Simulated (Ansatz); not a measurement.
# Field-gradient calculation of NbW₁₇S₃₆ (charge +1) (part 3 of 3)

NbW₁₇S₃₆ (defect cell, 54 atoms in the cell, total charge +1); DFT, PBE, plane-wave PAW, default files, scalar-relativistic, no spin polarisation (Ansatz 0.2.0); cutoff 420 eV, 3×3×2 k-mesh, Fermi–Dirac smearing of 0.01 eV. The structure derives from an entry of the Crystallography Open Database. It belongs to a series of runs on one base structure; here: Nb on a W site, charge +1, host positions.

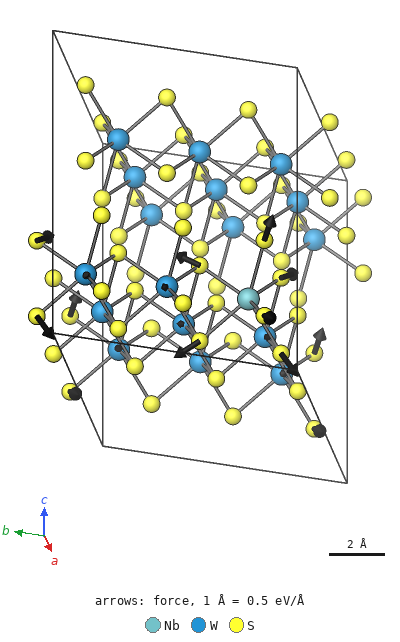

*Forces on the atoms as black arrows (ball-and-stick view of the cell of the calculation, seen at an oblique angle; bonded neighbours outside the cell are drawn too); the smallest are left out.*

The largest act on S28, S29, S34, S46, S47, S52 (0.58 eV/Å). Atoms are counted from 1 in the order of the input and aren't labelled in the picture. The geometry is not a stationary point of this energy.

### Key numbers

```json
{"quantity": "outcome", "value": "converged"}
{"quantity": "electrons treated", "value": "466"}
{"quantity": "free energy", "value": "−213624.1067 eV"}
{"quantity": "Fermi energy", "value": "10.679 eV"}
{"quantity": "pressure", "value": "3.00 GPa"}
{"quantity": "field gradient V_zz (10²¹ V/m²)", "value": "Nb −6.98, W −15.25, W −15.25, W −15.25, W −15.25, W −16.15, W −15.25, W −16.11 (the first 8 of 54 sites)"}
{"quantity": "largest force (length of the vector)", "value": "0.581 eV/Å"}
{"quantity": "wall time", "value": "87 s (CPU time 5.7 min)"}
{"quantity": "peak memory", "value": "5.4 GiB"}
```

### Remarks

The program warns: the field gradients leave out spin–orbit coupling. The cell is charged and computed with a neutralising background, so its energy and pressure depend on the cell and aren't those of a real crystal. Spin–orbit coupling is left out, which matters for W.
